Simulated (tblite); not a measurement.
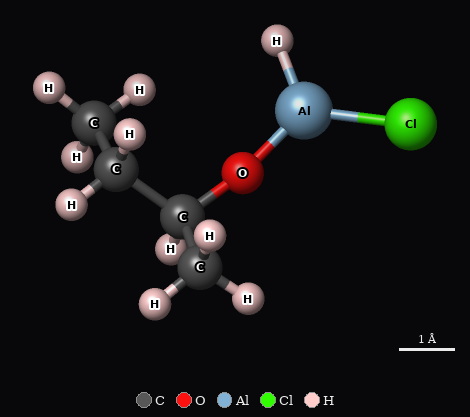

Figure 1. The structure (ball-and-stick view, seen at a tilt). Sticks mark near contacts. Bond lengths as drawn: Al–Cl 2.03 Å, Al–H 1.51 Å, Al–O 1.64 Å, C–C 1.52 to 1.53 Å, C–H 1.09 to 1.10 Å and C–O 1.40 Å.

Frequency calculation, with input and output: C₄H₁₀AlClO

The run: frequency calculation of C₄H₁₀AlClO, SMILES CC[C@H](C)[O][AlH][Cl]. Method and program: GFN2-xTB harmonic vibrations, gas phase (tblite 0.8.0).

### Output
```
mode    cm-1     km/mol
  1      24.4      0.03
  2      64.4      0.61
  3     102.9      0.51
  4     117.4      1.09
  5     147.7      3.94
  6     210.7      0.05
  7     233.1      1.21
  8     256.8      3.21
  9     353.8      0.75
 10     437.8     34.79
 11     465.7     35.88
 12     481.3      1.09
 13     538.3     21.26
 14     617.4    120.34
 15     702.7    199.16
 16     832.6      1.50
 17     878.8      3.36
 18     986.0      6.73
 19    1009.8      3.93
 20    1062.1     30.73
 21    1094.4     31.05
 22    1123.7      4.54
 23    1166.8      2.78
 24    1216.7    233.78
 25    1257.6     50.64
 26    1286.1      8.48
 27    1314.9     13.83
 28    1348.5      2.30
 29    1398.5      5.72
 30    1409.2      5.20
 31    1469.2      0.04
 32    1477.9      3.77
 33    1491.7      2.22
 34    1495.7      2.92
 35    1496.6      2.13
 36    1936.8    195.63
 37    2869.5     55.83
 38    2971.0     38.06
 39    2982.6     27.33
 40    3014.6     32.69
 41    3030.2      9.22
 42    3032.3     63.75
 43    3037.5     16.46
 44    3040.4     38.30
 45    3042.9     47.69
```

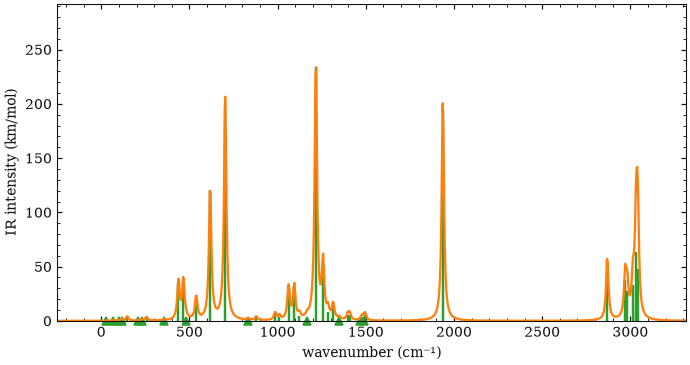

Figure 2. Harmonic infrared spectrum, unscaled: sticks (degenerate modes added up, dark ones marked on the axis) with a Lorentzian envelope of 16 cm⁻¹ full width, scaled to the tallest stick. 45 modes from 24 to 3043 cm⁻¹, none imaginary. The strongest line is at 1217 cm⁻¹ (234 km/mol).

The run was set up as follows.

### Input file
```
{"job": {"kind": "ir", "xc": "GFN2-xTB", "basis": "xTB"}, "charge": 0, "multiplicity": 1}
C     -1.264317    -1.641028     0.153053
C     -1.112554    -0.259001    -0.467908
C     -0.195044     0.646989     0.360957
C     -0.151323     2.061651    -0.212729
O      1.100313     0.118904     0.396947
Al     2.513616    -0.707838     0.297280
Cl     4.329857     0.191513     0.320818
H     -1.744049    -1.571740     1.127086
H     -0.284148    -2.099272     0.279957
H     -1.867746    -2.281911    -0.484803
H     -2.088639     0.221657    -0.555313
H     -0.682015    -0.352627    -1.467882
H     -0.568936     0.686137     1.394422
H     -1.139895     2.511972    -0.185292
H      0.199866     2.028334    -1.242108
H      0.536120     2.672860     0.367579
H      2.411895    -2.214570     0.206948
```

The first line tells a small driver script what to run in tblite; the rest is the geometry in Å.

Launched with:
```bash
OMP_NUM_THREADS=1 python <driver script> task.json out
```

### Results in brief

| quantity | value |
| --- | --- |
| outcome | converged |
| total energy | −639.6075 eV |
| zero-point energy | 83.6720 kcal/mol |
| hardware | 1 CPU thread, shared host |
| wall time | 0.95 s |
| peak memory | 0.18 GiB |
